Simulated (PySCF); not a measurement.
# CH10Ge2OSi2: electronic excitations

What electronic excitations should CH10Ge2OSi2 (`[SiH3][Ge@@H]1[CH2][O][GeH2][SiH2]1`) show?

Programs: PySCF 2.14.0, with density-fitted response routines of our own. Each step states its level of theory. These are calculated values for one molecule in the gas phase, unless marked as measured. Atoms count from 0, in the outputs and in this text.

### Step 1. The molecule as given

16 atoms, charge 0, multiplicity 1; geometry from: GFN2-xTB.

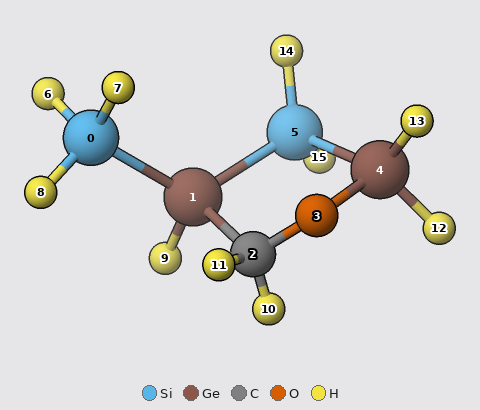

The starting geometry (silicon blue, germanium brown, carbon grey, oxygen orange, hydrogen yellow), atoms numbered; sticks join atoms by distance.

### Step 2. Ultraviolet spectrum: CAM-B3LYP/def2-SVPD

What the job is given:

```
{"job": {"kind": "uv", "xc": "CAM-B3LYP", "basis": "def2-SVPD", "nstates": 8, "ntriplets": 3}, "charge": 0, "multiplicity": 1}
Si     2.539697     1.175213    -0.411809
Ge     0.926199    -0.331493     0.426917
C     -0.132673    -1.123584    -1.109898
O     -1.376630    -0.494042    -1.313083
Ge    -2.506726    -0.112431     0.015823
Si    -0.938655     0.322973     1.722059
H      3.287576     1.803772     0.679242
H      1.874676     2.231962    -1.176756
H      3.493817     0.493935    -1.290074
H      1.611240    -1.554939     1.043935
H     -0.272918    -2.200993    -0.951868
H      0.426649    -1.015690    -2.046556
H     -3.417016    -1.341521     0.134237
H     -3.342501     0.893139    -0.744062
H     -0.953623     1.740668     2.096139
H     -1.226713    -0.478026     2.914344
```

With the program's defaults for keys left out, this is: TDDFT CAM-B3LYP/def2-SVPD, vertical, gas phase, core orbitals frozen in the response.

On the command line:

```
> OMP_NUM_THREADS=1 python probes_run.py task.json out
```

The driver reads the jobs from task.json and runs them one after another.

What it wrote:

```text
coarse grid: 62736 points
cycle   1  E = -4851.6195404562  dE = -8.216e-01  |g| = 8.681e-01  |ddm| = 4.895e+00
cycle   2  E = -4851.4429973951  dE =  1.765e-01  |g| = 1.311e+00  |ddm| = 2.482e+00
cycle   3  E = -4851.7462870205  dE = -3.033e-01  |g| = 1.456e-01  |ddm| = 1.572e+00
cycle   4  E = -4851.7495780296  dE = -3.291e-03  |g| = 5.011e-02  |ddm| = 2.037e-01
cycle   5  E = -4851.7499385396  dE = -3.605e-04  |g| = 4.963e-03  |ddm| = 6.816e-02
cycle   6  E = -4851.7499466277  dE = -8.088e-06  |g| = 1.612e-03  |ddm| = 1.520e-02
final grid: 126064 points
cycle   7  E = -4851.7498955077  dE = -4.907e-07  |g| = 1.536e-03  |ddm| = 5.923e-03
cycle   8  E = -4851.7498954848  dE =  2.290e-08  |g| = 1.664e-03  |ddm| = 3.539e-03
cycle   9  E = -4851.7498959328  dE = -4.479e-07  |g| = 1.128e-04  |ddm| = 1.692e-03
cycle  10  E = -4851.7498959361  dE = -3.352e-09  |g| = 6.403e-05  |ddm| = 2.423e-04
cycle  11  E = -4851.7498959372  dE = -1.097e-09  |g| = 1.732e-05  |ddm| = 1.221e-04
cycle  12  E = -4851.7498959374  dE = -1.392e-10  |g| = 2.772e-06  |ddm| = 5.023e-05
converged SCF energy = -4851.7498959374

Static polarisability (au): isotropic 137.506, principal 115.706 127.809 169.004

Singlet excitations
state   eV       nm        f      main configurations
  1   5.2523    236.1   0.01962   H->L 0.91
  2   5.5717    222.5   0.02008   H->L+1 0.85
  3   6.1289    202.3   0.22258   H-1->L 0.84
  4   6.3188    196.2   0.00742   H-2->L 0.43, H-1->L+1 0.19, H->L+3 0.16
  5   6.3728    194.6   0.02056   H-2->L 0.32, H-1->L+1 0.25, H->L+3 0.16
  6   6.4898    191.0   0.13847   H->L+3 0.47, H-1->L+1 0.37
  7   6.6088    187.6   0.10925   H->L+2 0.70
  8   6.7966    182.4   0.03708   H->L+5 0.59, H->L+2 0.08

Triplet excitations (Tamm-Dancoff, eV): 4.8276 5.2832 5.4847
```

It took 2.6 min on 1 thread of Arm Neoverse N1, shared host; peak memory 1.2 GiB.

The orbitals next to the gap, with their largest atomic shares:

```
orbital      eV                         atoms
 HOMO−3  -10.02   Ge1 28 %, H9 21 %, Si0 14 %
 HOMO−2   -9.48   O3 33 %, Ge1 12 %, Ge4 11 %
 HOMO−1   -9.04   O3 20 %, Si5 16 %, Ge1 16 %
   HOMO   -8.24    O3 37 %, C2 18 %, Ge1 15 %
   LUMO   -0.07  Ge4 23 %, Si5 21 %, Ge1 16 %
 LUMO+1    0.45  Si5 24 %, Ge1 18 %, Ge4 14 %
 LUMO+2    0.89  Si5 22 %, Ge1 17 %, Ge4 14 %
```

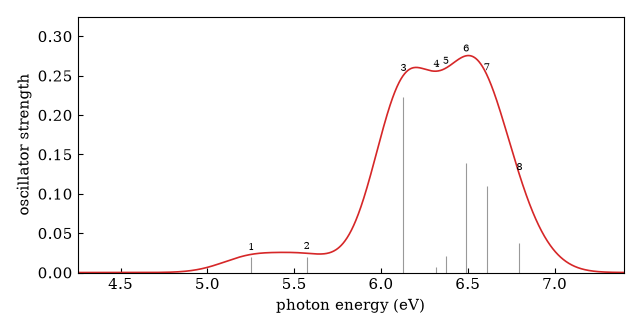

Absorption spectrum from the 8 singlet states computed; above the last one it falls off for lack of states. Lines are broadened to a width of 0.40 eV (Gaussian).

Ground-state properties from the same run:

```
           property  computed
  dipole moment (D)      1.67
polarisability (Å³)     20.38
 HOMO–LUMO gap (eV)      8.17
      −ε(HOMO) (eV)      8.24
```

### Step 3. What came out

| quantity | value |
| --- | --- |
| lowest singlet (CAM-B3LYP/def2-SVPD) | 5.25 eV (236 nm), f = 0.020 |
| brightest single state of those computed | state 3, 6.13 eV, f = 0.223 |
| lowest triplet | 4.83 eV |

What this shows: The lowest singlet, at 5.25 eV, is HOMO→LUMO 0.91 and is weak; of the 8 states computed, the strongest absorption comes from state 3 at 6.13 eV. The lowest triplet lies 0.42 eV below the lowest singlet (triplets in Tamm-Dancoff, singlets in full TDDFT).
